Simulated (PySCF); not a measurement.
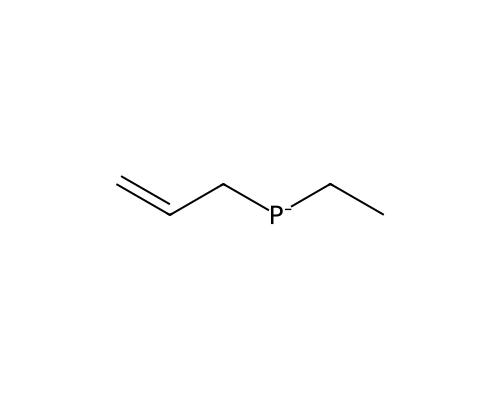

2D structure. State: charge −1, singlet.

**Transcribe the drawing into SMILES.**

C=CC[P-]CC

**What is the molecular formula?**

C5H10P, charge -1.

**An optimisation with GFN2-xTB gave a structure of which point group?**

C1. Other conformers may differ.

More results for the same structure follow; atom numbers are the same in all pictures, views and colours differ. The computed structure is the end point of a GFN2-xTB optimisation. No frequency run is at hand to confirm it as a minimum.

### Geometry

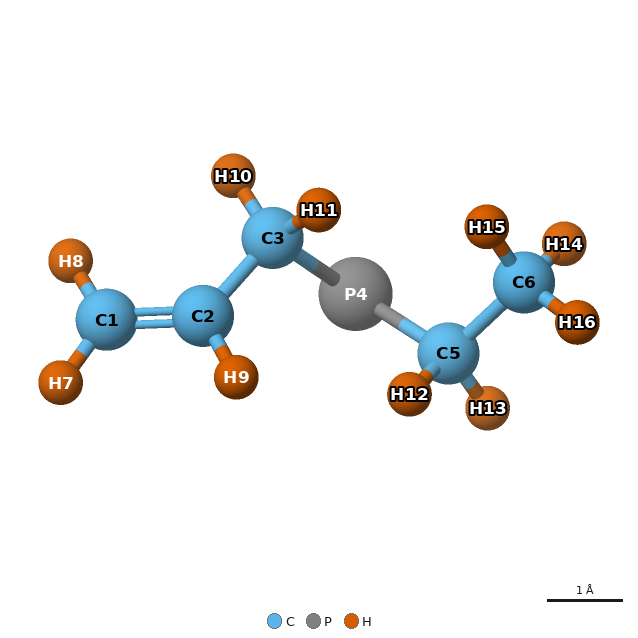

Numbered structure. No frequency run is at hand to confirm it as a minimum.

What are the angles C1–C2–C3, C2–C1–H7, C2–C3–H10, C2–C3–H11, C3–C2–H9, C3–P4–C5, P4–C3–H10, P4–C5–C6, C5–C6–H14, C5–C6–H15, C5–C6–H16, C6–C5–H13?

```tsv
angle	degrees
C1–C2–C3	125.5
C2–C1–H7	122.4
C2–C3–H10	111.3
C2–C3–H11	112.5
C3–C2–H9	115.3
C3–P4–C5	97.4
P4–C3–H10	106.7
P4–C5–C6	115.0
C5–C6–H14	109.8
C5–C6–H15	110.6
C5–C6–H16	111.1
C6–C5–H13	109.1
```

### NMR shielding

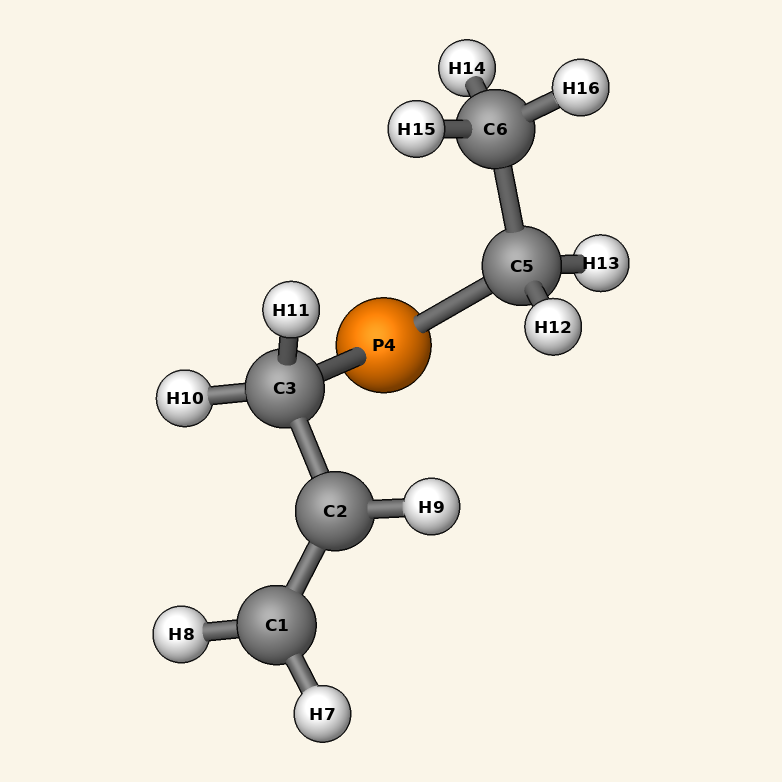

No frequency run is at hand to confirm it as a minimum. Level of theory: GIAO PBE0/pcSseg-1 NMR shielding, non-relativistic, gas phase (PySCF 2.14.0). Principal shieldings σ11 ≤ σ22 ≤ σ33, span Ω = σ33 − σ11, skew κ = 3(σiso − σ22)/Ω.

Give the shielding tensors of the P atoms.

```csv
atom,σ11,σ22,σ33,σiso,Ω,κ
P4,104.1,347.6,530.8,327.5,426.7,−0.14
```

Shieldings and span in ppm.

### Bond orders

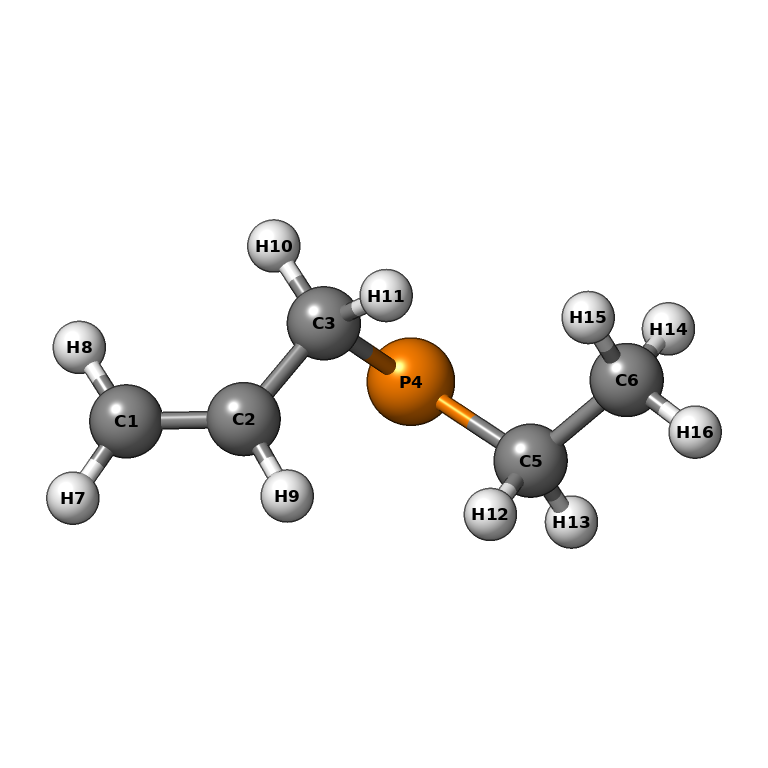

Every bond is drawn as one stick. No frequency run is at hand to confirm it as a minimum. Level of theory: PBE0/pcSseg-1 (PySCF 2.14.0).

List the Mayer bond orders of C1–C2, C2–C3, C3–P4, P4–C5, C5–C6 (bonds between heavy atoms, one of each equivalent set).

```tsv
bond	Mayer order	length (Å)
C1–C2	1.89	1.329
C2–C3	1.04	1.473
C3–P4	0.90	1.897
P4–C5	0.97	1.879
C5–C6	1.01	1.525
```

### Charges

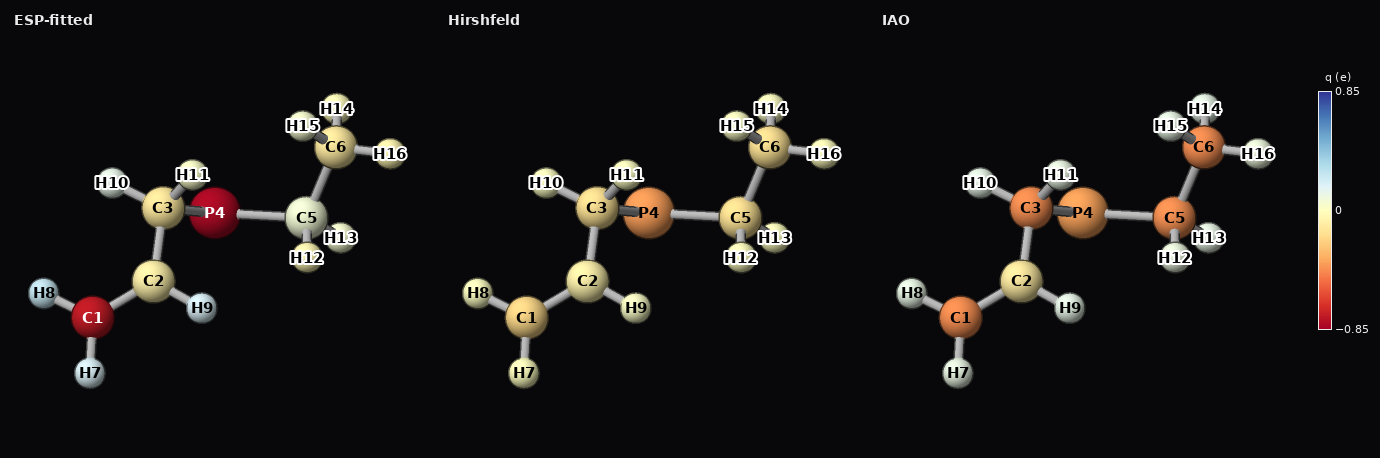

Atomic charges of one calculation by 3 schemes, on one colour scale. No frequency run is at hand to confirm it as a minimum. Method: PBE0/pcSseg-1 (PySCF 2.14.0).

**On which atom do the schemes disagree most?**

On C1 (from −0.75 to −0.19 e).

List the charges (e), one line for each set of equivalent atoms.

```json
{"atom": "C1", "ESP-fitted": "−0.75", "Hirshfeld": "−0.19", "IAO": "−0.42"}
{"atom": "C2", "ESP-fitted": "−0.07", "Hirshfeld": "−0.06", "IAO": "−0.10"}
{"atom": "C3", "ESP-fitted": "−0.12", "Hirshfeld": "−0.15", "IAO": "−0.42"}
{"atom": "P4", "ESP-fitted": "−0.80", "Hirshfeld": "−0.38", "IAO": "−0.37"}
{"atom": "C5", "ESP-fitted": "0.07", "Hirshfeld": "−0.15", "IAO": "−0.41"}
{"atom": "C6", "ESP-fitted": "−0.11", "Hirshfeld": "−0.15", "IAO": "−0.41"}
{"atom": "H7", "ESP-fitted": "0.18", "Hirshfeld": "0.00", "IAO": "0.11"}
{"atom": "H8", "ESP-fitted": "0.25", "Hirshfeld": "0.01", "IAO": "0.11"}
{"atom": "H9", "ESP-fitted": "0.19", "Hirshfeld": "0.02", "IAO": "0.12"}
{"atom": "H10", "ESP-fitted": "0.12", "Hirshfeld": "0.01", "IAO": "0.12"}
{"atom": "H11", "ESP-fitted": "0.03", "Hirshfeld": "0.01", "IAO": "0.11"}
{"atom": "H12", "ESP-fitted": "−0.04", "Hirshfeld": "0.00", "IAO": "0.10"}
{"atom": "H13", "ESP-fitted": "0.05", "Hirshfeld": "0.00", "IAO": "0.11"}
{"atom": "H14", "ESP-fitted": "−0.01", "Hirshfeld": "0.01", "IAO": "0.13"}
{"atom": "H15", "ESP-fitted": "0.05", "Hirshfeld": "0.02", "IAO": "0.12"}
{"atom": "H16", "ESP-fitted": "−0.05", "Hirshfeld": "0.00", "IAO": "0.09"}
```

The geometry is semi-empirical. Around P such bond lengths and angles can be off by a tenth of an ångström or more and by several degrees, and values that hang on the shape move with them.
